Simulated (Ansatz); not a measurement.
## Run report: C$_{2}$H$_{10}$Si$_{2}$, single-point calculation

System: C$_{2}$H$_{10}$Si$_{2}$.
Method: RKS PBE0-D4/def2-TZVPP (Ansatz 0.2.0).

The geometry comes from this level: PBE0-D4/def2-TZVP.

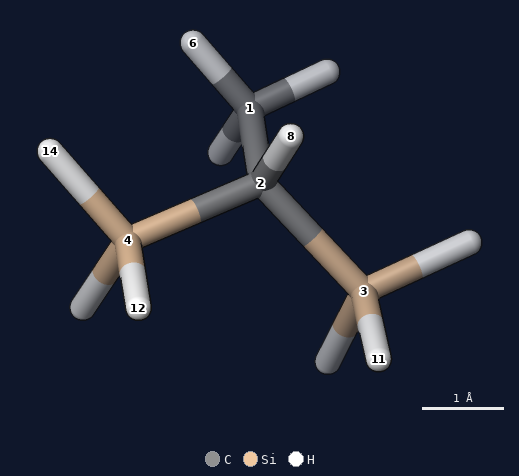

Figure 1. The structure as given in the input (stick view, seen at a tilt; atoms are numbered from 1 in the order of the input). Bond lengths as drawn: C–C 1.53 Å, C–H 1.09 to 1.10 Å, C–Si 1.88 Å and H–Si 1.49 Å.

Key numbers:

```tsv
quantity	value
outcome	converged
total energy	−17984.3493 eV
mean-field energy	−17984.0789 eV
dispersion energy	−0.2704 eV
SCF solution under orbital rotations	stable
HOMO	−8.30 eV
LUMO	0.29 eV
hardware	4 threads of Arm Neoverse V1, 23 GiB of memory available, shared host
wall time	6 s (CPU time 18 s)
peak memory	0.77 GiB
```

The input:
```yaml
crystal:
  periodic: [false, false, false]
  atoms:
    - {symbol: C, position_ang: [-0.855315, 1.218996, -0.522857]}
    - {symbol: C, position_ang: [-0.386843, 0.003506, 0.288895]}
    - {symbol: Si, position_ang: [1.225034, 0.356884, 1.183012]}
    - {symbol: Si, position_ang: [-0.264195, -1.530541, -0.785413]}
    - {symbol: H, position_ang: [-0.972164, 2.105242, 0.107317]}
    - {symbol: H, position_ang: [-1.816522, 1.033385, -1.010593]}
    - {symbol: H, position_ang: [-0.136558, 1.471473, -1.307888]}
    - {symbol: H, position_ang: [-1.123747, -0.229052, 1.069636]}
    - {symbol: H, position_ang: [1.077101, 1.558632, 2.050710]}
    - {symbol: H, position_ang: [2.306617, 0.626971, 0.196263]}
    - {symbol: H, position_ang: [1.629706, -0.797257, 2.029898]}
    - {symbol: H, position_ang: [0.126341, -2.717892, 0.021297]}
    - {symbol: H, position_ang: [0.752280, -1.323979, -1.853337]}
    - {symbol: H, position_ang: [-1.574639, -1.805568, -1.438138]}
basis:
  gaussian: {orbitals: def2-TZVPP}
hamiltonian: {xc: pbe0, dispersion: d4}
output: {orbitals: {seedname: orbitals}}
```

Launch command:
```bash
ansatz run in.yaml --threads 4 --pin off --events-out ev --progress --plain --max-ram 10444MiB
```

Log:
```
Functional definition: PBE0
  name "PBE0"
  cite "Adamo & Barone, J. Chem. Phys. 110, 6158 (1999) doi:10.1063/1.478522"
  cite "Perdew, Burke & Ernzerhof, Phys. Rev. Lett. 77, 3865 (1996) doi:10.1103/PhysRevLett.77.3865"
  parent pbe
  parameter a = 0.25
  parameter kappa = 0.804
  parameter beta = 0.06672455060314922
  exchange = (1 - a)*pbe_x(kappa = kappa, mu = beta*pi^2/3) + a*exact_x
  correlation = pbe_c(beta = beta)
1532 factors; their error is unknown
mean field evaluation 1: about -17976.6895 eV, gradient 5.6e1 eV
mean field evaluation 2: about -17969.5914 eV, gradient 7.4e1 eV
mean field evaluation 4: about -17984.0372 eV, gradient 2.8e0 eV
mean field evaluation 8: about -17984.0552 eV, gradient 2.6e-2 eV
mean field evaluation 16: about -17984.0789 eV, gradient 7.5e-5 eV
mean field -17984.07887643 eV, -660.9027086624 hartree, gradient 7.5e-5 eV, S^2 0.000000; 0 other end points of the search recorded, 0 dependent functions left out
reference -17984.07891525 eV, -660.9027100887 hartree; 25, 25 occupied and 261, 261 virtual orbitals, 1532 factors
Total energy: -17984.34927505 eV, -660.9126456285 hartree
```

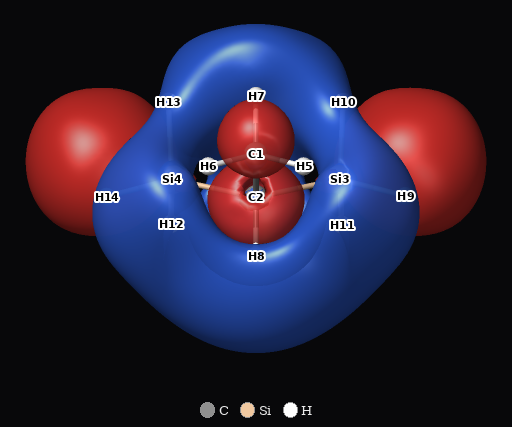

Figure 2. One frontier orbital at ±0.06 Å⁻³ᐟ² (blue and red are the two phases), seen from the side. The LUMO, at 0.29 eV. Its weight (Hirshfeld) is mainly on Si3 (25 %), Si4 (25 %) and C2 (10 %).

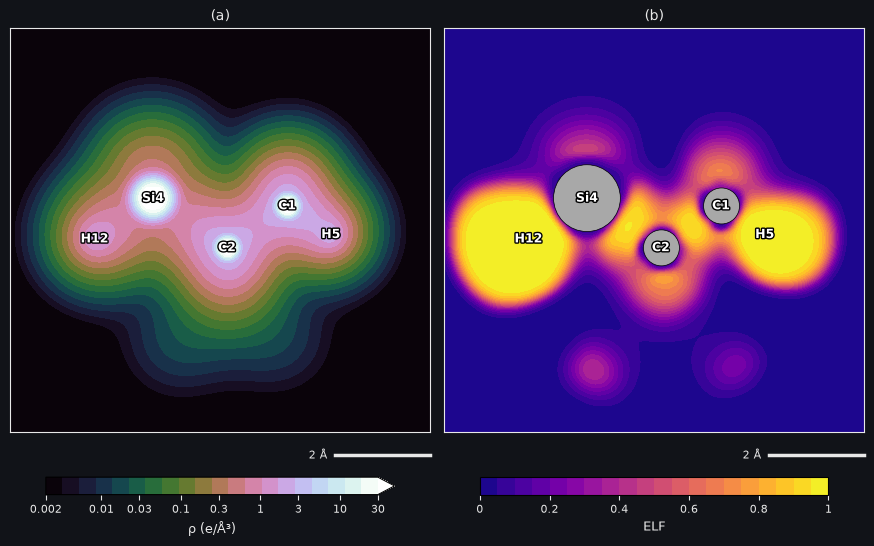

Figure 3. (a) total electron density; (b) ELF on the plane of atoms C2, C1 and H5. Grey discs, where drawn, cover atomic cores. C–Si (1.88 Å): ρ at the midpoint is about 0.95 e/Å³; the ELF peaks at about 0.95 between the atoms (a covalent bond). Si–H (1.49 Å): ρ at the midpoint is about 0.8 e/Å³; the ELF climbs to about 1 towards the hydrogen.

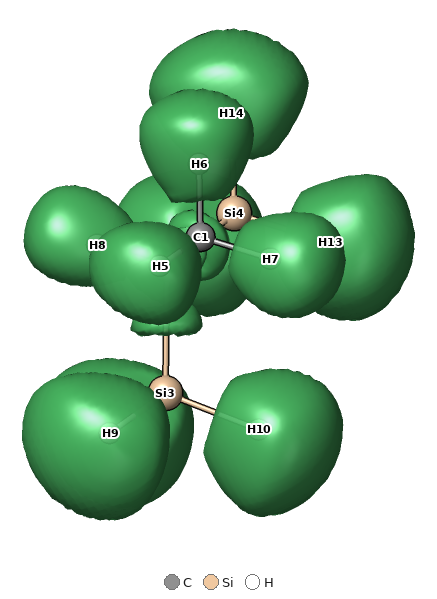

Figure 4. Isosurface of the electron localisation function at 0.85 (green), seen at an oblique angle. Only the valence region is drawn (cores and ρ < 0.01 e/Å³ removed). Profiles from the grid: C–C (1.53 Å): the ELF peaks at about 0.95 between the atoms, which marks localised, shared-pair bonding.

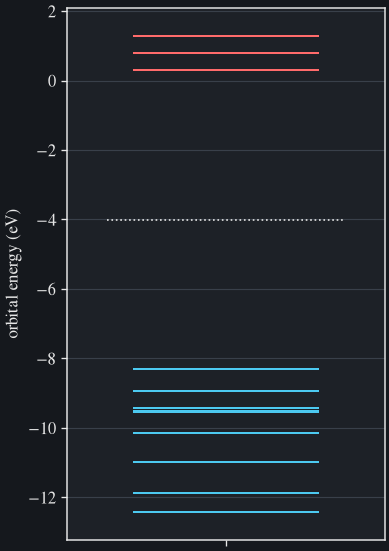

Figure 5. Orbital energies near the frontier; the dotted line parts filled from empty levels, and levels within 0.02 eV of each other stand side by side. Highest filled −8.30 eV, lowest empty 0.29 eV, 8.59 eV apart.
